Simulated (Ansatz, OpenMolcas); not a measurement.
**How methods differ on SiH3 (SMILES [SiH3])**

The species is SiH3 (4 atoms), meant as a doublet with charge 0. SMILES: `[SiH3]`. The coordinates come from a GFN2-xTB relaxation.

```csv
atom,x (Å),y (Å),z (Å)
Si,0.2066,-0.0189,-0.1151
H,0.5871,0.6618,1.1056
H,-0.1950,-1.4016,0.0434
H,-0.5987,0.7587,-1.0339
```

Quantity: the energy change with the Si1–H2 bond stretched from 1.449 to 3.621 Å, in eV. The values are calculated.

```tsv
level	kind	program	value (eV)	less FCI/6-31G*	CPU time (all runs)
USVWN5/6-31G* (spherical functions)	LDA	Ansatz	3.81	+0.55	2.2 s
UPBE/6-31G* (spherical functions)	GGA	Ansatz	3.53	+0.27	3.9 s
UBHLYP/6-31G* (spherical functions)	global hybrid	Ansatz	3.53	+0.27	4.4 s
U-wB97X/6-31G* (spherical functions)	range-separated hybrid	Ansatz	3.61	+0.35	28 s
RPA@PBE/6-31G* (spherical functions)	RPA	Ansatz	3.27	+0.01	4.4 s
UMP2/6-31G* (spherical functions)	perturbation theory	Ansatz	3.30	+0.04	0.36 s
UCCSD(T)/6-31G* (spherical functions)	coupled cluster or CI	Ansatz	3.28	+0.02	0.65 s
FCI/STO-3G	exact in the basis	OpenMolcas	4.38	+1.12	3.9 s
FCI/6-31G* (spherical functions)	exact in the basis	Ansatz	3.26	0.00	54 s
```

FCI/6-31G* (spherical functions) is exact within its basis and frozen core, so for wave-function methods in that basis the difference is their error; functionals converge differently with the basis, so for them it is only a difference. The first shape isn't each level's own minimum. The values span 3.26 to 4.38 eV. Spin contamination of the reference (⟨S²⟩ at least 0.1 too high) touches USVWN5/6-31G*, UPBE/6-31G*, UBHLYP/6-31G*, U-wB97X/6-31G*, RPA@PBE/6-31G*, UMP2/6-31G*, UCCSD(T)/6-31G*. High-level rows in very small sets aren't better than simpler rows in larger ones. Without the sets that lack polarisation functions the rows with a basis span only 3.26 to 3.81 eV. Times are those of the runs behind each value, whatever else they computed, on shared processors of several kinds: orders of magnitude only.

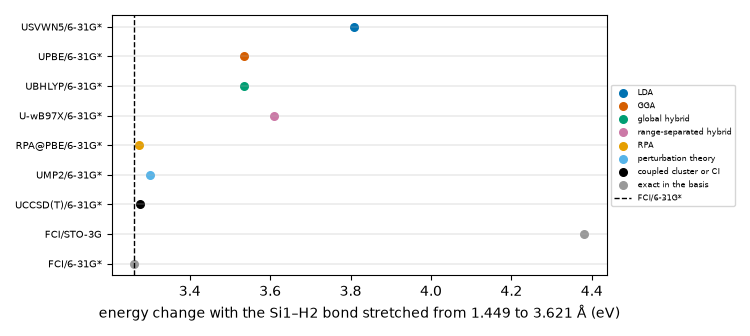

The values of the table, level by level.
